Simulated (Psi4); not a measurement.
# BH3 (borane): CCSD(T)/jun-cc-pVDZ (sweep point 2)

Aim: the vertical ionisation energy of BH3 (borane) at CCSD(T)/jun-cc-pVDZ (sweep point 2), from 2 runs. 

The calculation is run with Psi4 1.11.

1 further run of the same task is left out (set aside as unsound or not needed).

**1. The system as given**

The species is BH3 (4 atoms), meant as a singlet with charge 0. SMILES: `B`. The shape is that of a PBE0-D4/def2-TZVP optimisation.

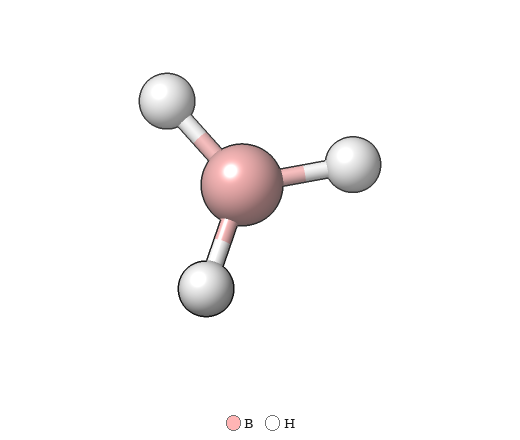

Viewed from a chosen angle; boron pink, hydrogen white.

**2. The energy at CCSD(T)/jun-cc-pVDZ (sweep point 2)**

Input file job.dat:

```
memory 1600 MB

molecule {
  0 1
  B      0.02626719    -0.02853486    -0.00963760
  H      1.85608900     0.72130846     1.07487622
  H     -0.52194236    -2.21438107     0.08125822
  H     -1.25553404     1.40765699    -1.18466931
  units au
  symmetry c1
}

set {
  basis jun-cc-pVDZ
  reference rhf
  puream true
  scf_type pk
  num_frozen_docc 1
}

E, wfn = energy("ccsd(t)", return_wfn=True)
```

The run is started by

```
$ psi4 job.dat job.out -n 1
```

job.out:

```text
[...]
  Running in c1 symmetry.
[...]
  Nuclear repulsion =    7.418838237178044
[...]
  Multiplicity = 1
[...]
  Nalpha       = 4
  Nbeta        = 4
[...]
    Number of basis functions: 33
[...]
   @RHF iter   1:   -26.38551169309990   -7.29127e-01   2.03813e-03 ADIIS/DIIS
[...]
   @RHF iter   7:   -26.39079854093030   -1.26583e-11   7.77181e-09 DIIS
[...]
    Orbital Energies [Eh]
    ---------------------
    Doubly Occupied:
       1A     -7.621972     2A     -0.703877     3A     -0.495883
       4A     -0.495873
[...]
  @RHF Final Energy:   -26.39079854093030
   => Energetics <=
    Nuclear Repulsion Energy =              7.4188382371780444
    One-Electron Energy =                 -48.9840639993700577
    Two-Electron Energy =                  15.1744272212617126
    Total Energy =                        -26.3907985409303016
[...]
 Multipole Moments:
 ------------------------------------------------------------------------------------
     Multipole            Electronic (a.u.)      Nuclear  (a.u.)        Total (a.u.)
 ------------------------------------------------------------------------------------
 L = 1.  Multiply by 2.5417464519 to convert [e a0] to [Debye]
 Dipole X            :          0.0001085           -0.0000804            0.0000281
 Dipole Y            :         -0.0000949            0.0000804           -0.0000145
 Dipole Z            :         -0.0002333            0.0001608           -0.0000726
 Magnitude           :                                                    0.0000791
[...]
      * MP2 total energy                      =  -26.483085759645679
[...]
      * CCSD total energy                     =  -26.507145999501002
[...]
      * CCSD(T) total energy                  =  -26.508674444818581
[...]
```

Wall time 3.6 s (1 thread of Intel Xeon Platinum 8488C (Sapphire Rapids), shared host); peak memory 0.21 GiB.

**3. The doublet cation, same level**

Input file calc.in:

```
memory 1600 MB

molecule {
  1 2
  B      0.02626719    -0.02853486    -0.00963760
  H      1.85608900     0.72130846     1.07487622
  H     -0.52194236    -2.21438107     0.08125822
  H     -1.25553404     1.40765699    -1.18466931
  units au
  symmetry c1
}

set {
  basis           jun-cc-pVDZ
  reference       uhf
  puream          true
  scf_type        pk
  num_frozen_docc 1
  maxiter         150
}

energy_value, wavefunction = energy("ccsd(t)", return_wfn=True)
print_variables()
```

The run is started by

```
$ psi4 -n 1 calc.in calc.out
```

calc.out:

```text
[...]
  Running in c1 symmetry.
[...]
  Nuclear repulsion =    7.418838237178044
[...]
  Multiplicity = 2
[...]
  Nalpha       = 4
  Nbeta        = 3
[...]
    Number of basis functions: 33
[...]
   @UHF iter   1:   -25.89097813053927   -2.34594e-01   5.95551e-03 DIIS/ADIIS
[...]
   @UHF iter  21:   -25.93538303508088   -3.48166e-13   2.32993e-09 DIIS
[...]
   @S^2 Observed:                7.785544248E-01
[...]
    Orbital Energies [Eh]
    ---------------------
    Alpha Occupied:
       1A     -8.010571     2A     -1.111112     3A     -0.949967
       4A     -0.836148
    Alpha Virtual:
       5A     -0.232714     6A     -0.111293     7A     -0.087167
       8A     -0.080011     9A     -0.065651    10A     -0.015374
      11A     -0.012056    12A      0.025914    13A      0.177225
      14A      0.204566    15A      0.276324    16A      0.344647
      17A      0.451003    18A      0.468148    19A      0.490697
      20A      0.534223    21A      0.539295    22A      0.927221
      23A      1.042354    24A      1.079911    25A      1.198864
[...]
  @UHF Final Energy:   -25.93538303508088
   => Energetics <=
    Nuclear Repulsion Energy =              7.4188382371780444
    One-Electron Energy =                 -46.0138426895932895
    Two-Electron Energy =                  12.6596214173343640
    Total Energy =                        -25.9353830350808821
  UHF NO Occupations:
  HONO-2 :    2  A 1.9996321
  HONO-1 :    3  A 1.9859927
[...]
 Multipole Moments:
 ------------------------------------------------------------------------------------
     Multipole            Electronic (a.u.)      Nuclear  (a.u.)        Total (a.u.)
 ------------------------------------------------------------------------------------
 L = 1.  Multiply by 2.5417464519 to convert [e a0] to [Debye]
 Dipole X            :          0.0959464           -0.0000804            0.0958660
 Dipole Y            :          0.3856318            0.0000804            0.3857122
 Dipole Z            :         -0.0167785            0.0001608           -0.0166177
 Magnitude           :                                                    0.3977943
[...]
      * MP2 total energy                      =  -26.002326329759846
[...]
      * CCSD total energy                     =  -26.025304497901068
[...]
      * CCSD(T) total energy                     =  -26.026592781008301
[...]
```

Run time: 5.1 s. Hardware: 1 thread of Intel Xeon Platinum 8488C (Sapphire Rapids), shared host; peak memory 0.21 GiB.

**4. Outcome**

Level: CCSD(T)/jun-cc-pVDZ (sweep point 2), 1 core orbital frozen.

```
                                                                  quantity         value
                                                 singlet BH3: total energy  -26.50867 Eh
                          singlet BH3: HOMO energy (Hartree–Fock orbitals)     -13.49 eV
                          singlet BH3: LUMO energy (Hartree–Fock orbitals)       0.89 eV
                        singlet BH3: HOMO–LUMO gap (Hartree–Fock orbitals)      14.38 eV
                   singlet BH3: correlation energy (1 core orbital frozen)    -117.9 mEh
                                               singlet BH3: (T) correction     -1.53 mEh
                                                singlet BH3: T1 diagnostic         0.005
                                              doublet cation: total energy  -26.02659 Eh
doublet cation: HOMO energy (Hartree–Fock orbitals) (highest over α and β)     -21.86 eV
 doublet cation: LUMO energy (Hartree–Fock orbitals) (lowest over α and β)     -11.39 eV
                doublet cation: correlation energy (1 core orbital frozen)     -91.2 mEh
                                            doublet cation: (T) correction     -1.29 mEh
                         doublet cation: ⟨S²⟩ of the reference determinant         0.779
                                             doublet cation: T1 diagnostic         0.021
                        vertical ionisation energy (to the doublet cation)     13.118 eV
```

What this shows: Removing an electron at fixed nuclei costs 13.12 eV (303 kcal/mol). The triples (singlet BH3) make up 1.3 % of the correlation energy. The triples (doublet cation) make up 1.4 % of the correlation energy.
